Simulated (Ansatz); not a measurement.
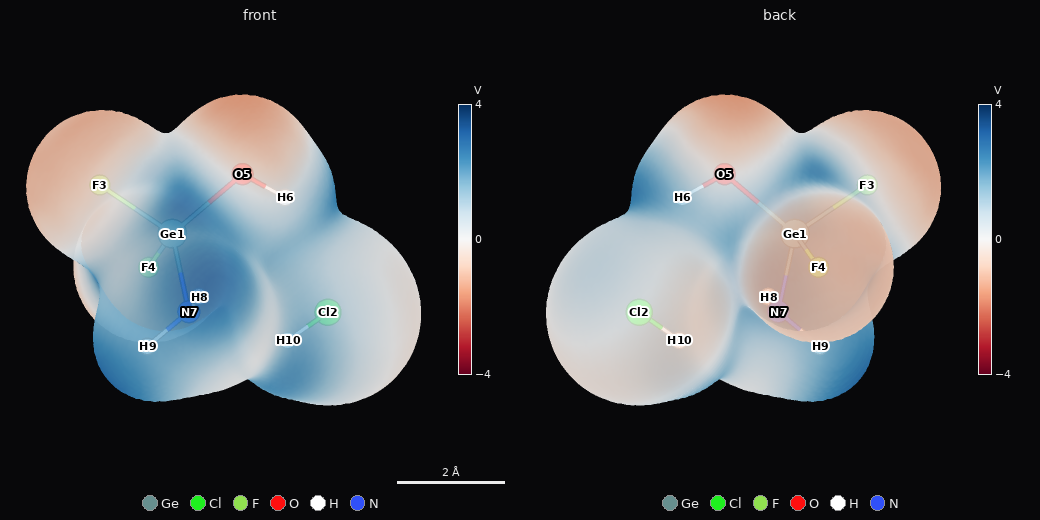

The picture shows: F2GeH3NO···HCl. The electrostatic potential painted on the density surface at 0.004 e/bohr³, seen from the front and from behind; red is negative and blue positive.

Not at a stationary point (largest force 1.2 eV/Å).

Computed with RKS PBE0/def2-SVP in Ansatz 0.2.0.

```
atom    x (Å)    y (Å)    z (Å)
  Ge   0.4079  -0.5525  -0.3444
  Cl  -1.1587  -0.6294   2.7033
   F   1.0207  -0.5882  -1.9512
   F   0.5097   1.0945   0.1312
   O  -1.2035  -1.1768  -0.4510
   H  -1.6350  -1.1363   0.4178
   N   1.4929  -1.5201   0.8345
   H   1.5589  -2.5021   0.5738
   H   2.4326  -1.1336   0.8935
   H   0.0616  -1.1525   2.5308
```

**Which sites attract a positive test charge, and which a negative one?**

A positive charge is drawn to the negative regions and a negative charge to the positive ones. The most negative region (about −1.5 V, or −35 kcal/mol for a unit charge) lies over O5, the most positive (about +2.9 V, or +67 kcal/mol for a unit charge) over Ge1, H8 and H9. Cl2 shows a σ-hole: about +0.8 V, or +18 kcal/mol for a unit charge at the tip opposite its bond, against about +0.2 V on its flanks. O5 is the likeliest acceptor of a hydrogen bond.
